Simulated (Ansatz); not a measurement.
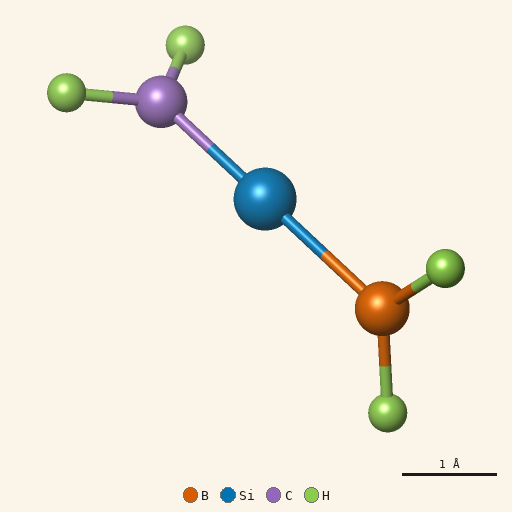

State: neutral, doublet.

Description:

Formula CH₄BSi. This geometry has C2v symmetry. It is an open-shell species. Coordination: 1 B trigonal planar; 1 Si linear; 1 C trigonal planar.

The parts below concern this one geometry. Atoms keep their numbers from picture to picture. The computed structure is the end point of a PBE0-D4/def2-TZVP optimisation. No frequency run is at hand to confirm it as a minimum.

### Dipole moment

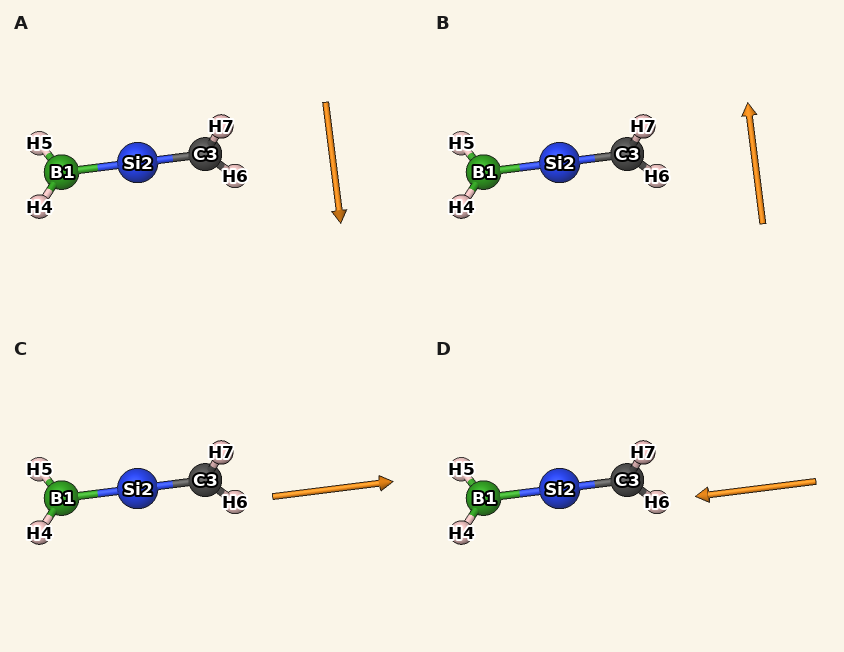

The same molecule four times, each with an arrow. No frequency run is at hand to confirm it as a minimum. Method: UKS PBE0-D4/def2-TZVP (Ansatz 0.2.0).

Which arrow points along the dipole moment, from the negative to the positive end?

Answer. C. The dipole moment is 0.54 D; it points from the side of H4, H5 to the side of H6, H7 (the outermost atoms at the two ends).

### Electronic properties

No frequency run is at hand to confirm it as a minimum. Properties computed with UKS PBE0-D4/def2-TZVPP (Ansatz 0.2.0).

Predict the main results.

- HOMO energy (Kohn–Sham orbital): −6.53 eV
- ⟨S²⟩ of the determinant: 0.758
- dispersion correction: −9.1 kJ/mol

### Charges

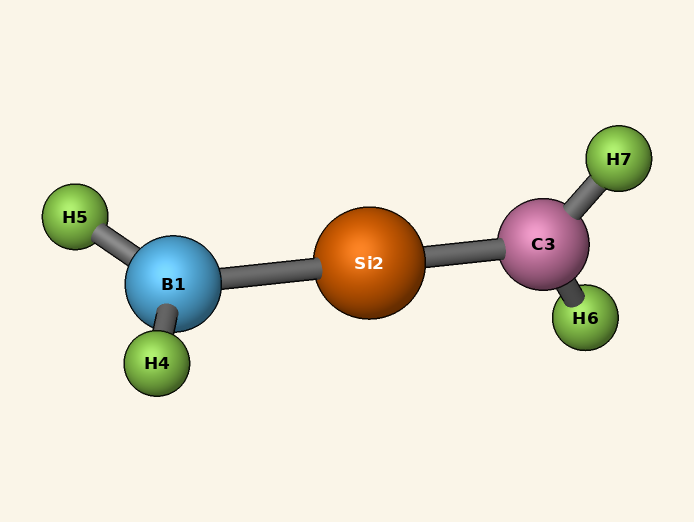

The questions are on Mulliken charges. No frequency run is at hand to confirm it as a minimum. Method: UKS PBE0-D4/def2-TZVP (Ansatz 0.2.0).

Which atom carries the highest charge (most positive or least negative)?

Answer. Si2 (0.22 e).

And the lowest?

Answer. C3 (−0.48 e).

Give the Mulliken charges atom by atom.

| atom | value (e) |
| --- | --- |
| B1 | −0.16 |
| Si2 | 0.22 |
| C3 | −0.48 |
| H4 | 0.05 |
| H5 | 0.05 |
| H6 | 0.16 |
| H7 | 0.16 |

Mulliken values depend strongly on the basis set and can even reverse the polarity of a bond.
